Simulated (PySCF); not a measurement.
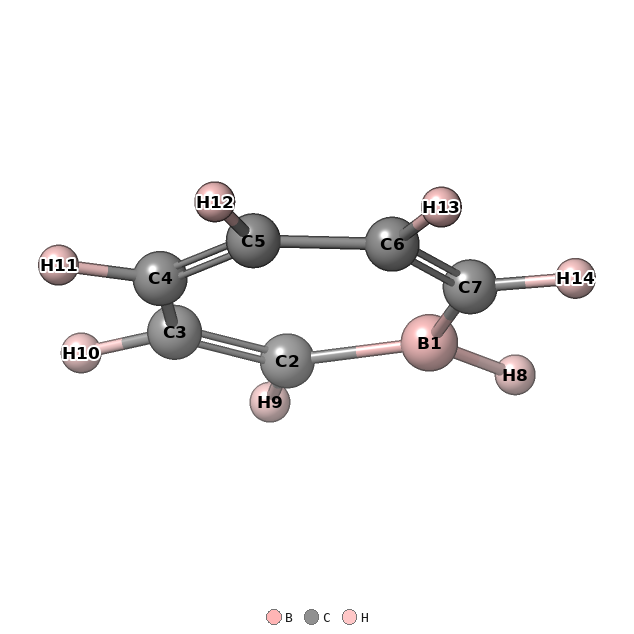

Depth is shown by fading: the farther an atom, the more it takes the colour of the background. The geometry was computed by an optimisation with PBE0-D3(BJ)/def2-SVP. No frequency run is at hand to confirm it as a minimum.

How is the 7-membered ring B1–C2–C3–C4–C5–C6–C7 puckered?

Answer. It is planar. The Cremer–Pople amplitude Q is 0.00 Å.

Give the torsion angles round the ring, beginning with the bond from its second to its third atom.

Answer. 0°, 0°, 0°, 0°, 0°, 0°, 0°.
